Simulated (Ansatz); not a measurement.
ClF₅W···HF

Input file:

```
crystal:
  periodic: [false, false, false]
  atoms:
    - { symbol: W, position_ang: [0.0, 0.0, 0.0] }
    - { symbol: F, position_ang: [0.0, 0.0, 2.2] }
    - { symbol: F, position_ang: [1.85, 0.0, 0.0] }
    - { symbol: F, position_ang: [0.0, 1.85, 0.0] }
    - { symbol: F, position_ang: [-1.85, 0.0, 0.0] }
    - { symbol: F, position_ang: [0.0, -1.85, 0.0] }
    - { symbol: F, position_ang: [0.0, 0.0, -1.85] }
    - { symbol: Cl, position_ang: [1.7678, 1.8416, 0.8482] }
    - { symbol: H, position_ang: [0.8742, 0.9107, 2.0396] }
basis:
  gaussian: { orbitals: def2-SVP }
hamiltonian:
  xc: lda
relax:
  f_tol: 0.15
  max_steps: 25
  restrain:
    - { distance: [0, 7], at: 2.39, k: 30.0 }
    - { distance: [8, 1], at: 0.92, k: 30.0 }
    - { distance: [0, 1], at: 3.05, k: 30.0 }
    - { distance: [8, 7], at: 2.57, k: 30.0 }
output:
  orbitals: {}
```

Command:

```sh
ansatz run input.yaml --threads 4 --pin off --max-ram 5120MiB --backend cpu --events-out ev --progress --plain --runs-dir out
```

The fields are those of the run's last geometry, not of the input's.

Core potentials replace the inner electrons of W; not at a stationary point (largest force 1.0 eV/Å).

These are results of RKS LDA/def2-SVP in Ansatz 0.2.0, not measurements.

### What can the converged electron density and electron localisation function tell about the bonding?

W–F (1.84 Å): the density is about 1.1 e/Å³ at the midpoint; the ELF peaks at about 0.85 in the valence shell of F, 0.5 Å from its nucleus, and drops to about 0.20 between the two atoms.
W–Cl (2.36 Å): the density is about 0.62 e/Å³ at the midpoint; the ELF peaks at about 0.85 in the valence shell of Cl, 0.8 Å from its nucleus, and is about 0.35 at the midpoint.

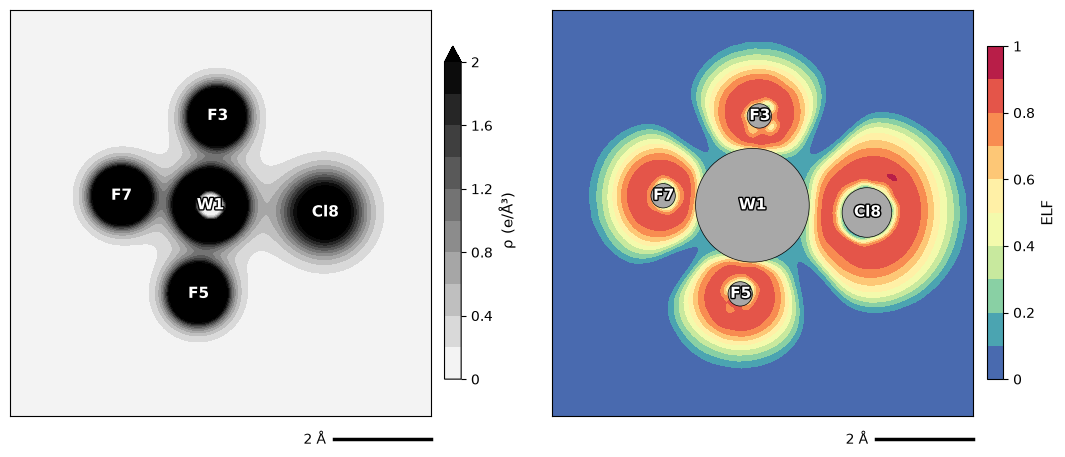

Computed electron density and electron localisation function on the plane of atoms F5, W1 and Cl8, in this order. Grey discs cover the atomic cores in the ELF map. 
